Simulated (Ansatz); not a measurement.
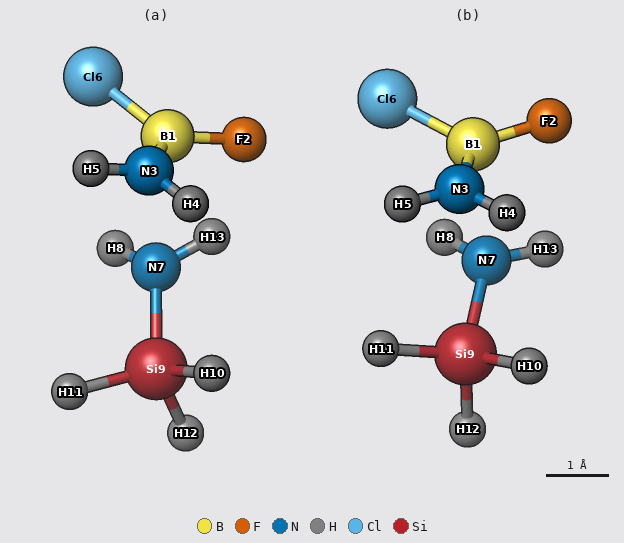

The structure of BSiN2H7ClF before (left) and after (right) a relaxation, at one scale.

Style: ball-and-stick. Shown from a free direction.

The run prepares an end point of a later path (reaction) calculation, from a guessed geometry.

Theory: RKS PBE0-D4/def2-SVP (Ansatz 0.2.0). (no spin polarisation; force threshold 0.03 eV/Å; at most 50 steps)

Question: Describe what moved and what it gained.

Answer: Over 15 geometry steps the energy falls by 0.065 eV. The largest force component goes from 0.76 to 0.025 eV/Å. H11 moves most after the best rigid fit: 0.79 Å. By element the largest moves are H 0.79 Å, Cl 0.46 Å, F 0.33 Å, N 0.33 Å, Si 0.29 Å, B 0.18 Å. Some distances before and after: N7–H13 1.034 → 1.016 Å, B1–Cl6 1.774 → 1.788 Å, N7–Si9 1.733 → 1.740 Å, B1–N3 1.391 → 1.397 Å. Cost: 42 s on 4 threads of Arm Neoverse V1 (shared host), peak memory 0.3 GiB.
